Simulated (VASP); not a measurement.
# A VASP study of TePt (PBEsol): structure first, properties next, part 3 of 6

What structure and properties does PBEsol give TePt, and how near are they to the measured ones? The start is a cell from a database of measured crystal structures.

VASP 6.6.1; PBEsol; plane waves and PAW (Te, Pt).

So far. Step 3 (Density, ELF and potential (PBEsol)): In this run the pressure is 0.02 GPa, small enough to go on. Step 4 (Bands along the symmetry lines (PBEsol)): There is no gap at this level.

The database entry behind the starting cell differs from later determinations by our own check (c about 0.8 % long), so it need not match the best structure at ambient conditions.

## Step 5: Density of states (PBEsol)

A density of states needs more k-points than a total energy; ISMEAR = -5 takes tetrahedra, and LORBIT projects the states on the PAW spheres. The mesh is finer than in the run before.

INCAR reads:

```
SYSTEM = TePt
PREC = Accurate
ENCUT = 400
EDIFF = 1E-06
NELM = 100
ISMEAR = -5
SIGMA = 0.05
LREAL = .FALSE.
ALGO = Normal
GGA = PS
NBANDS = 30
LASPH = .TRUE.
LORBIT = 11
LWAVE = .FALSE.
LCHARG = .FALSE.
KPAR = 4
NEDOS = 2001
```

POSCAR reads:

```
TePt
1.0
    1.9772619222      1.1415727030      6.6267833343
   -1.9772619222      1.1415727030      6.6267833343
    0.0000000000     -2.2831454061      6.6267833343
Te Pt
2 2
Direct
    0.5987281417      0.5987281417      0.5987281417
    0.4012718583      0.4012718583      0.4012718583
    0.8700474103      0.8700474103      0.8700474103
    0.1299525897      0.1299525897      0.1299525897
```

KPOINTS reads:

```
Automatic mesh
0
Gamma
10 10 10
0 0 0
```

PAW data sets: Te and Pt (PBE family, release 64).

On the command line:

```bash
> mpirun -np 4 vasp_std
```

What it wrote:

```text
[... set-up lines as in an earlier step ...]
 entering main loop
       N       E                     dE             d eps       ncg     rms          rms(c)
DAV:   1     0.132972058350E+03    0.13297E+03   -0.11677E+04  6960   0.764E+02
DAV:   2    -0.174705960189E+02   -0.15044E+03   -0.13990E+03  8018   0.178E+02
DAV:   3    -0.230552706500E+02   -0.55847E+01   -0.55133E+01  8456   0.328E+01
DAV:   4    -0.231194773254E+02   -0.64207E-01   -0.64219E-01  7998   0.393E+00
DAV:   5    -0.231210042924E+02   -0.15270E-02   -0.15274E-02  8264   0.583E-01    0.166E+01
DAV:   6    -0.225241824961E+02    0.59682E+00   -0.13651E+00  7878   0.842E+00    0.940E+00
DAV:   7    -0.224078901193E+02    0.11629E+00   -0.18018E-01  7472   0.410E+00    0.329E+00
DAV:   8    -0.223596630333E+02    0.48227E-01   -0.10227E-01  7902   0.243E+00    0.965E-01
DAV:   9    -0.223592670875E+02    0.39595E-03   -0.10016E-02  8066   0.476E-01    0.278E-01
DAV:  10    -0.223587599068E+02    0.50718E-03   -0.15963E-03  8020   0.232E-01    0.157E-01
DAV:  11    -0.223587092355E+02    0.50671E-04   -0.11758E-04  8074   0.499E-02    0.652E-02
DAV:  12    -0.223587087072E+02    0.52835E-06   -0.10763E-05  8094   0.186E-02    0.340E-02
DAV:  13    -0.223587098519E+02   -0.11448E-05   -0.11965E-06  6038   0.646E-03    0.814E-03
DAV:  14    -0.223587095892E+02    0.26269E-06   -0.40483E-07  4560   0.306E-03
   1 F= -.22358710E+02 E0= -.22358710E+02  d E =0.000000E+00
 -----------------------------------------------------------------------------
|                                                                             |
|           W    W    AA    RRRRR   N    N  II  N    N   GGGG   !!!           |
|           W    W   A  A   R    R  NN   N  II  NN   N  G    G  !!!           |
|           W    W  A    A  R    R  N N  N  II  N N  N  G       !!!           |
|           W WW W  AAAAAA  RRRRR   N  N N  II  N  N N  G  GGG   !            |
|           WW  WW  A    A  R   R   N   NN  II  N   NN  G    G                |
|           W    W  A    A  R    R  N    N  II  N    N   GGGG   !!!           |
|                                                                             |
|     Tetrahedron method does not include variations of the Fermi             |
|     occupations, so forces and stress will be inaccurate. We suggest        |
|     using a different smearing scheme ISMEAR = 1 or 2 for metals in         |
|     relaxations.                                                            |
|                                                                             |
 -----------------------------------------------------------------------------
```

Wall time 90 s (4 MPI ranks of AMD EPYC 9R45, shared host); peak memory 1.7 GiB.

Parts of OUTCAR (step 5):

```text
   k-points           NKPTS =    116   k-points in BZ     NKDIM =    116   number of bands    NBANDS=     30

   NELECT =      32.0000    total number of electrons

 E-fermi :   8.3959

 k-point     1 :       0.0000    0.0000    0.0000
  band No.  band energies     occupation
    ...
      9       5.3685      2.00000
     10       5.3685      2.00000
     11       6.4751      2.00000
     12       6.4751      2.00000
     13       6.6935      2.00000
     14       9.0638     -0.07949
     15       9.0638      0.00000
     16       9.3092      0.00000
     17       9.6527      0.00000
     18      11.3009      0.00000
    ...

  Total        0.0557238      0.0557238     -0.0022311      0.0000000      0.0000000      0.0000000
  in kB        0.9947854      0.9947854     -0.0398296      0.0000000      0.0000000      0.0000000
  external PRESSURE =       0.6499137 kB  Pullay stress =       0.0000000 kB

 POSITION                                       TOTAL-FORCE (eV/Angst)
 -----------------------------------------------------------------------------------
      0.00000     -0.00000     11.90293         0.000000      0.000000     -0.039686
      0.00000     -0.00000      7.97742         0.000000     -0.000000      0.039686
      0.00000     -0.00000     17.29685         0.000000      0.000000     -0.027101
      0.00000     -0.00000      2.58350         0.000000     -0.000000      0.027101
 -----------------------------------------------------------------------------------
    total drift:                                0.000000     -0.000000      0.000000

  FREE ENERGIE OF THE ION-ELECTRON SYSTEM (eV)
  ---------------------------------------------------
  free  energy   TOTEN  =       -22.3587095892 eV

  energy  without entropy=      -22.3587095892  energy(sigma->0) =      -22.35870959

[... 6 parts as in an earlier step ...]

[... 10 further parts left out ...]
```

With tetrahedra the forces and stress of a metal are not exact derivatives of the energy.

Numbers from this step:

```yaml
scf_cycles: 14
irreducible_k_points: 116
fermi_energy: 8.396 eV
pressure: 0.06499 GPa
dos_at_the_fermi_level: 1.956 states/eV/cell
```

The density of states has structure finer than the step of the table below, so its rows give means over 1 eV, whole bins alone (the curve runs from -12.0 to 4.71 eV). Peaks (eV: height): total -5.0: 7.19, -2.4: 8.22, -1.9: 8.22, -1.7: 8.16; Pt d -2.4: 6.36, -2.3: 4.82, -1.9: 6.41, -1.8: 6.09; Te p -6.4: 0.848, -5.2: 1.11, -4.8: 0.701, -4.3: 0.698; Pt p -4.0: 0.31, -3.6: 0.215, -1.0: 0.295, -0.3: 0.259; Pt s -6.4: 1.21, -1.6: 0.264, 3.3: 0.262.

States under -12.0 eV and over 4.7 eV are left out. The density of states by energy, zero at the Fermi level; means over each step; values in states/eV/cell:

| energy (eV) | total | Pt d | Te p | Pt p | Pt s | Te s | Te d |
| --- | --- | --- | --- | --- | --- | --- | --- |
| -11 | 0.744 | 0.0547 | 0.00377 | 0.0195 | 0.0138 | 0.477 | 1.5e-4 |
| -10 | 0 | 0 | 0 | 0 | 0 | 0 | 0 |
| -9 | 0 | 0 | 0 | 0 | 0 | 0 | 0 |
| -8 | 0 | 0 | 0 | 0 | 0 | 0 | 0 |
| -7 | 0.461 | 0.0561 | 0.0913 | 0.0137 | 0.123 | 0.00839 | 0.00150 |
| -6 | 3.44 | 1.13 | 0.644 | 0.0712 | 0.484 | 0.0591 | 0.0132 |
| -5 | 4.92 | 2.87 | 0.708 | 0.128 | 0.158 | 0.0442 | 0.0295 |
| -4 | 4.95 | 3.03 | 0.582 | 0.201 | 0.132 | 0.0515 | 0.0338 |
| -3 | 4.24 | 2.89 | 0.405 | 0.137 | 0.0656 | 0.0371 | 0.0296 |
| -2 | 6.40 | 4.71 | 0.430 | 0.168 | 0.148 | 0.0601 | 0.0480 |
| -1 | 2.57 | 1.07 | 0.535 | 0.248 | 0.0569 | 0.0373 | 0.0170 |
| 0 | 1.91 | 0.549 | 0.557 | 0.220 | 0.0258 | 0.0283 | 0.0160 |
| 1 | 1.24 | 0.405 | 0.363 | 0.0974 | 0.0180 | 0.0271 | 0.0134 |
| 2 | 2.09 | 0.827 | 0.522 | 0.0727 | 0.0760 | 0.0408 | 0.0404 |
| 3 | 1.49 | 0.350 | 0.319 | 0.0948 | 0.195 | 0.0340 | 0.0513 |
| 4 | 0.860 | 0.155 | 0.138 | 0.0599 | 0.152 | 0.0232 | 0.0521 |

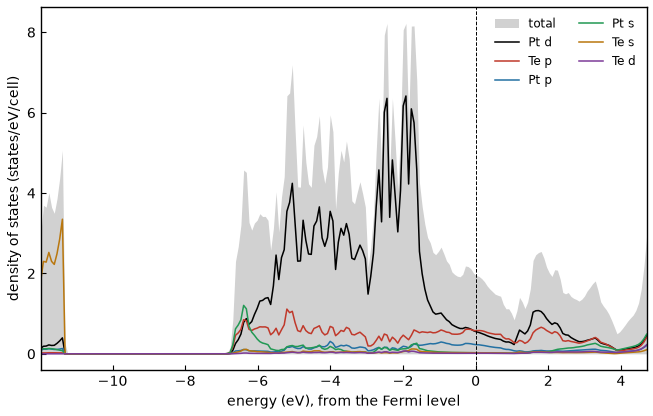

Density of states against energy.

The finer mesh and the other smearing move the Fermi level by +0.03 eV from the 7×7×7 run, a small shift, which tests the Fermi level alone. Of the states within 0.3 eV of the Fermi level, the largest shares in the PAW spheres are Te p 29 %, Pt d 28 % and Pt p 12 %. The rest lies in smaller channels or between the spheres.

(Continued in part 4 of 6.)

[Lines on the potential files, build, host, timing and source positions are cut from VASP's logs without a mark.]

[Logs are printed without paths, hosts, clocks, repeated set-up lines and the standing remarks that a program may print on its own settings, such as how far it seeks lower states.]

[Hosts, paths, dates, database ids (printed as entryN), source tags and the programs' standing remarks are cut or masked in the printed files.]

[Measured values are set beside computed ones only where the two were judged alike; some that the calculation misses by far are left out.]
